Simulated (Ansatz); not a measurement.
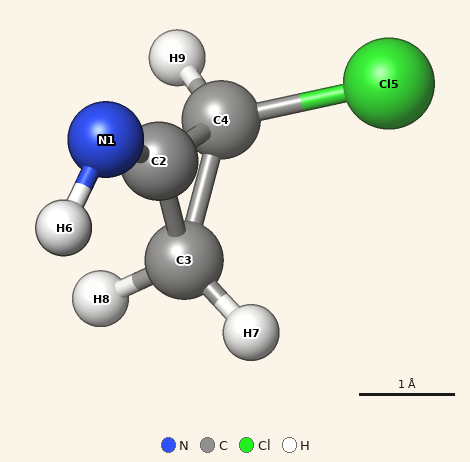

The input geometry (ball-and-stick view, seen at a tilt; atoms are numbered from 1 in the order of the input).

# Geometry relaxation, with input and output: C$_{3}$H$_{4}$ClN (part 1 of 2)

- system: C$_{3}$H$_{4}$ClN
- method: RKS B3LYP-D4/STO-3G (Ansatz 0.2.0)

It belongs to a series of runs on one base structure; here: end point B relaxed. Figures and captions count atoms from 1; the log counts them from 0 in places.

The program's output:
```
The last accepted step is kept in [file] (removed where the run ends without a failure and the disk answers)
Engine: ansatz 0.2.0, aarch64-unknown-linux-gnu
Functional definition: B3LYP
  parameter a0 = 0.2
  parameter ax = 0.72
  parameter ac = 0.81
  exchange = (1 - a0 - ax)*slater_x + ax*b88_x + a0*exact_x
  correlation = (1 - ac)*vwn_rpa_c + ac*lyp_c
479 factors; integrals over basis functions are off by at most 1.6e-5 eV
mean field evaluation 1: about -16987.8851 eV, gradient 2.6e1 eV
mean field evaluation 2: about -16984.3172 eV, gradient 4.6e1 eV
mean field evaluation 4: about -16990.1054 eV, gradient 1.8e0 eV
mean field evaluation 8: about -16990.0449 eV, gradient 7.3e-2 eV
mean field -16990.04495789 eV, -624.3726359364 hartree, gradient 5.7e-6 eV, S^2 0.000000; 0 other end points of the search recorded, 0 dependent functions left out
the calculation of the forces begins
reference -16990.04514186 eV, -624.3726426972 hartree; 23, 23 occupied and 10, 10 virtual orbitals, 479 factors
relax step   1: F+E_penalty+E_count = -16990.35257385 eV  Δ(F+E_penalty+E_count) = +0.000e0 eV  max|allowed force component| = 5.858e0 eV/Å  Δτ_max = 0.0000 Å  (24 SCF iters, accepted)
these checks for a lower state are left out or cut short: starts, cluster_reference, orbital_swaps, neighbouring_geometries, increment
479 factors; integrals over basis functions are off by at most 1.9e-5 eV
mean field evaluation 16: about -16991.1338 eV, gradient 6.9e0 eV
mean field -16991.23883263 eV, -624.4165100240 hartree, gradient 1.6e-5 eV, S^2 0.000000; 0 other end points of the search recorded, 0 dependent functions left out
the calculation of the forces begins
reference -16991.23901741 eV, -624.4165168144 hartree; 23, 23 occupied and 10, 10 virtual orbitals, 479 factors
relax step   2: F+E_penalty+E_count = -16991.53745495 eV  Δ(F+E_penalty+E_count) = -1.185e0 eV  max|allowed force component| = 2.491e0 eV/Å  Δτ_max = 0.1678 Å  (27 SCF iters, accepted)
these checks for a lower state are left out or cut short: starts, cluster_reference, orbital_swaps, neighbouring_geometries, increment
479 factors; integrals over basis functions are off by at most 1.9e-5 eV
mean field -16991.32586642 eV, -624.4197084566 hartree, gradient 8.2e-6 eV, S^2 0.000000; 0 other end points of the search recorded, 0 dependent functions left out
the calculation of the forces begins
reference -16991.32605149 eV, -624.4197152579 hartree; 23, 23 occupied and 10, 10 virtual orbitals, 479 factors
relax step   3: F+E_penalty+E_count = -16991.62185681 eV  Δ(F+E_penalty+E_count) = -8.440e-2 eV  max|allowed force component| = 1.002e0 eV/Å  Δτ_max = 0.1566 Å  (27 SCF iters, accepted)
these checks for a lower state are left out or cut short: starts, cluster_reference, orbital_swaps, neighbouring_geometries, increment
479 factors; integrals over basis functions are off by at most 1.9e-5 eV
mean field evaluation 32: about -16991.3459 eV, gradient 2.5e-1 eV
mean field -16991.34632895 eV, -624.4204604406 hartree, gradient 2.4e-5 eV, S^2 0.000000; 0 other end points of the search recorded, 0 dependent functions left out
the calculation of the forces begins
reference -16991.34651325 eV, -624.4204672138 hartree; 23, 23 occupied and 10, 10 virtual orbitals, 479 factors
relax step   4: F+E_penalty+E_count = -16991.64112277 eV  Δ(F+E_penalty+E_count) = -1.927e-2 eV  max|allowed force component| = 1.168e0 eV/Å  Δτ_max = 0.1541 Å  (25 SCF iters, accepted)
these checks for a lower state are left out or cut short: starts, cluster_reference, orbital_swaps, neighbouring_geometries, increment
479 factors; integrals over basis functions are off by at most 1.9e-5 eV
mean field -16991.39907037 eV, -624.4223986522 hartree, gradient 8.6e-6 eV, S^2 0.000000; 0 other end points of the search recorded, 0 dependent functions left out
the calculation of the forces begins
reference -16991.39925519 eV, -624.4224054443 hartree; 23, 23 occupied and 10, 10 virtual orbitals, 479 factors
relax step   5: F+E_penalty+E_count = -16991.69481322 eV  Δ(F+E_penalty+E_count) = -5.369e-2 eV  max|allowed force component| = 6.137e-1 eV/Å  Δτ_max = 0.0386 Å  (27 SCF iters, accepted)
these checks for a lower state are left out or cut short: starts, cluster_reference, orbital_swaps, neighbouring_geometries, increment
479 factors; integrals over basis functions are off by at most 1.9e-5 eV
mean field -16991.40772420 eV, -624.4227166745 hartree, gradient 9.7e-6 eV, S^2 0.000000; 0 other end points of the search recorded, 0 dependent functions left out
the calculation of the forces begins
reference -16991.40791048 eV, -624.4227235203 hartree; 23, 23 occupied and 10, 10 virtual orbitals, 479 factors
relax step   6: F+E_penalty+E_count = -16991.70398834 eV  Δ(F+E_penalty+E_count) = -9.175e-3 eV  max|allowed force component| = 2.338e-1 eV/Å  Δτ_max = 0.1023 Å  (27 SCF iters, accepted)
these checks for a lower state are left out or cut short: starts, cluster_reference, orbital_swaps, neighbouring_geometries, increment
479 factors; integrals over basis functions are off by at most 2.0e-5 eV
mean field -16991.41869897 eV, -624.4231199900 hartree, gradient 8.5e-6 eV, S^2 0.000000; 0 other end points of the search recorded, 0 dependent functions left out
the calculation of the forces begins
reference -16991.41888475 eV, -624.4231268172 hartree; 23, 23 occupied and 10, 10 virtual orbitals, 479 factors
relax step   7: F+E_penalty+E_count = -16991.71485477 eV  Δ(F+E_penalty+E_count) = -1.087e-2 eV  max|allowed force component| = 7.407e-2 eV/Å  Δτ_max = 0.0420 Å  (27 SCF iters, accepted)
these checks for a lower state are left out or cut short: starts, cluster_reference, orbital_swaps, neighbouring_geometries, increment
479 factors; integrals over basis functions are off by at most 2.0e-5 eV
mean field -16991.41899141 eV, -624.4231307368 hartree, gradient 1.1e-5 eV, S^2 0.000000; 0 other end points of the search recorded, 0 dependent functions left out
the calculation of the forces begins
reference -16991.41917716 eV, -624.4231375630 hartree; 23, 23 occupied and 10, 10 virtual orbitals, 479 factors
relax step   8: F+E_penalty+E_count = -16991.71516624 eV  Δ(F+E_penalty+E_count) = -3.115e-4 eV  max|allowed force component| = 3.834e-2 eV/Å  Δτ_max = 0.0041 Å  (20 SCF iters, accepted)
these checks for a lower state are left out or cut short: starts, cluster_reference, orbital_swaps, neighbouring_geometries, increment
479 factors; integrals over basis functions are off by at most 2.0e-5 eV
mean field evaluation 64: about -16991.5030 eV, gradient 2.6e-1 eV
mean field -16991.41913987 eV, -624.4231361928 hartree, gradient 2.3e-5 eV, S^2 0.000000; 0 other end points of the search recorded, 0 dependent functions left out
the calculation of the forces begins
reference -16991.41932561 eV, -624.4231430186 hartree; 23, 23 occupied and 10, 10 virtual orbitals, 479 factors
relax step   9: F+E_penalty+E_count = -16991.71531632 eV  Δ(F+E_penalty+E_count) = -1.501e-4 eV  max|allowed force component| = 2.803e-2 eV/Å  Δτ_max = 0.0036 Å  (21 SCF iters, accepted)
these checks for a lower state are left out or cut short: starts, cluster_reference, orbital_swaps, neighbouring_geometries, increment
479 factors; integrals over basis functions are off by at most 2.0e-5 eV
mean field -16991.41911994 eV, -624.4231354601 hartree, gradient 7.8e-6 eV, S^2 0.000000; 0 other end points of the search recorded, 0 dependent functions left out
the calculation of the forces begins
reference -16991.41930562 eV, -624.4231422840 hartree; 23, 23 occupied and 10, 10 virtual orbitals, 479 factors
relax step  10: F+E_penalty+E_count = -16991.71527857 eV  Δ(F+E_penalty+E_count) = +3.775e-5 eV  max|allowed force component| = 2.964e-2 eV/Å  Δτ_max = 0.0104 Å  (28 SCF iters, rejected (line search))
these checks for a lower state are left out or cut short: starts, cluster_reference, orbital_swaps, neighbouring_geometries, increment
479 factors; integrals over basis functions are off by at most 2.0e-5 eV
mean field -16991.41928702 eV, -624.4231416002 hartree, gradient 8.0e-6 eV, S^2 0.000000; 0 other end points of the search recorded, 0 dependent functions left out
the calculation of the forces begins
reference -16991.41947274 eV, -624.4231484254 hartree; 23, 23 occupied and 10, 10 virtual orbitals, 479 factors
relax step  11: F+E_penalty+E_count = -16991.71547852 eV  Δ(F+E_penalty+E_count) = -1.622e-4 eV  max|allowed force component| = 1.087e-2 eV/Å  Δτ_max = 0.0051 Å  (28 SCF iters, accepted)
479 factors; integrals over basis functions are off by at most 2.0e-5 eV
mean field evaluation 96: about -16991.4193 eV, gradient 9.9e-4 eV
```

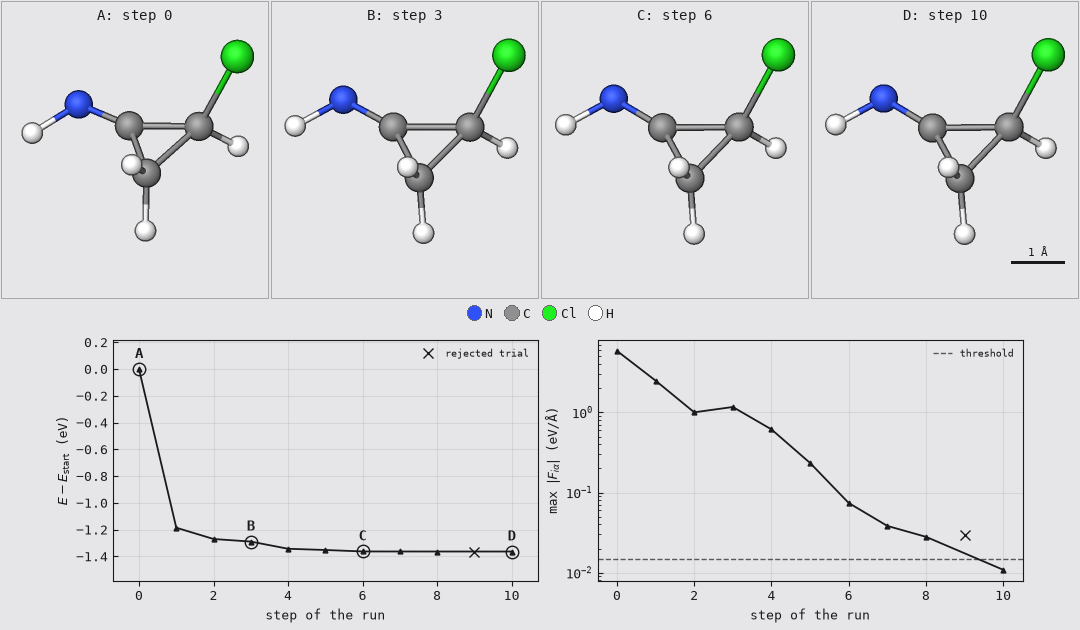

Frames of the relaxation (ball-and-stick view, seen at a tilt) above the curves, on which the letters mark them (the first geometry is step 0 here and step 1 in the log).

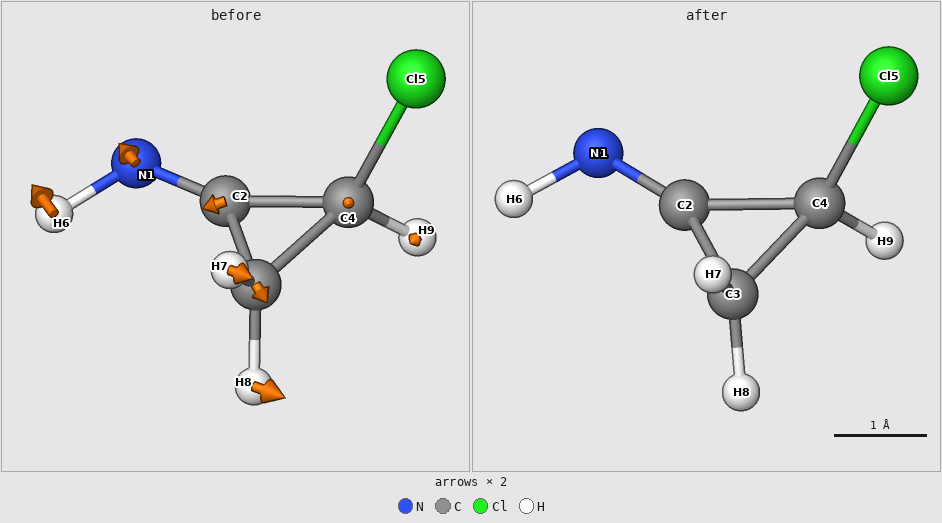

Before (left) and after (right) the relaxation, at one scale (ball-and-stick view, seen at a tilt). The orange arrows give the displacements, magnified 2 times. The largest move after the best rigid fit is that of H6, 0.26 Å. Largest moves by element: H 0.26 Å, N 0.18 Å, C 0.14 Å, Cl 0.04 Å. Among the contacts that change: C2–C4 1.355 → 1.497 Å, C2–C3 1.375 → 1.510 Å, N1–C2 1.223 → 1.301 Å, C3–H8 1.146 → 1.100 Å. Among the angles that change: N1–C2–C3 140.5° → 153.9°, N1–C2–C4 150.4° → 143.5°, C3–C2–C4 69.1° → 62.6°. The energy falls by 1.363 eV in 10 geometry steps. The largest force component goes from 5.9 to 0.011 eV/Å. The line search rejected the trial step at point 9 (counted from 0) and went back. (Atoms are counted from 1 in the order of the input.)
